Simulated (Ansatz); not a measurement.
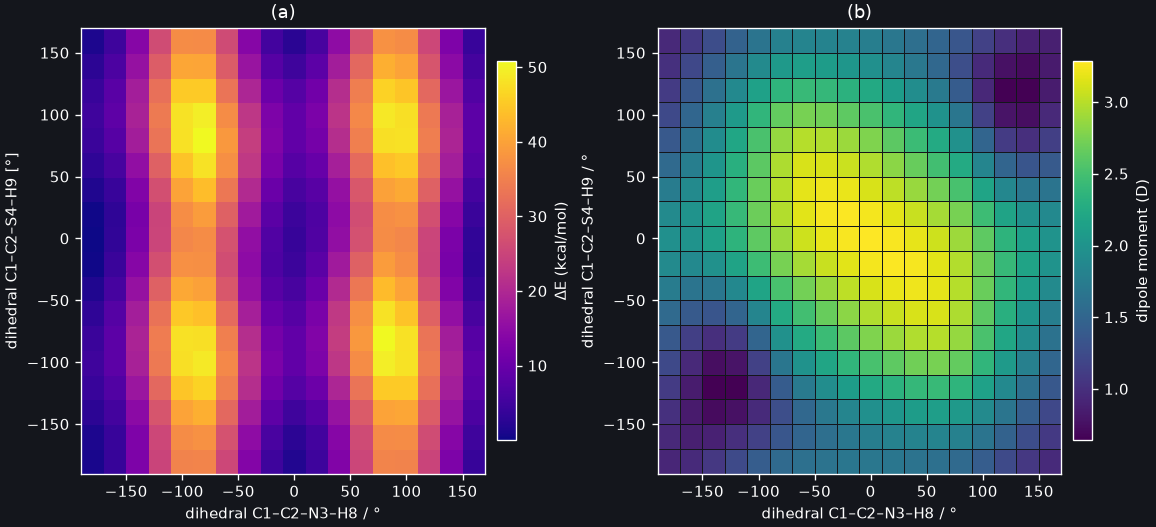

C₂H₅NS, SMILES CC(=N)S. Coordinates scanned: (1) dihedral C1–C2–N3–H8; (2) dihedral C1–C2–S4–H9. Nothing is relaxed (all other coordinates rigid). Grid: 18 × 18 points. Points are written as (first, second). Energies are in kcal/mol, from the relaxed molecule at the same level. The dihedral twists a double bond; near 90° a spin-restricted reference is unreliable. Theory: RKS B3LYP-D4/def2-SVP (Ansatz 0.2.0).

Panel (a) is the energy; panel (b) is the computed dipole moment, in D.

In the figure: one coloured cell a grid point.

Question: How does the dipole moment vary over the map, and what is it at the lowest grid point?

Answer: Leaving out the highest fifth of the energies, it runs from 0.64 D at (−140°, −120°) to 3.28 D at (0°, 0°). At the lowest grid point, (−180°, 0°), it is 1.96 D.

| dihedral C1–C2–S4–H9 ↓, dihedral C1–C2–N3–H8 → | −180 | −140 | −100 | −60 | −20 | 20 | 60 | 100 | 140 |
| --- | --- | --- | --- | --- | --- | --- | --- | --- | --- |
| 160 | 0.95 | 1.25 | 1.66 | 1.83 | 1.80 | 1.69 | 1.49 | 1.15 | 0.89 |
| 120 | 1.11 | 1.62 | 2.14 | 2.43 | 2.33 | 2.09 | 1.72 | 0.94 | 0.64 |
| 80 | 1.37 | 1.91 | 2.53 | 2.99 | 2.88 | 2.62 | 2.25 | 1.49 | 1.00 |
| 40 | 1.74 | 2.12 | 2.68 | 3.17 | 3.19 | 3.02 | 2.72 | 2.18 | 1.69 |
| 0 | 1.96 | 2.14 | 2.63 | 3.08 | 3.26 | 3.26 | 3.08 | 2.63 | 2.14 |
| −40 | 1.74 | 1.69 | 2.18 | 2.72 | 3.02 | 3.19 | 3.17 | 2.68 | 2.12 |
| −80 | 1.37 | 1.00 | 1.49 | 2.25 | 2.62 | 2.88 | 2.99 | 2.53 | 1.91 |
| −120 | 1.11 | 0.64 | 0.94 | 1.72 | 2.09 | 2.33 | 2.43 | 2.14 | 1.62 |
| −160 | 0.95 | 0.89 | 1.16 | 1.49 | 1.69 | 1.80 | 1.83 | 1.66 | 1.25 |

The table holds every second grid line.
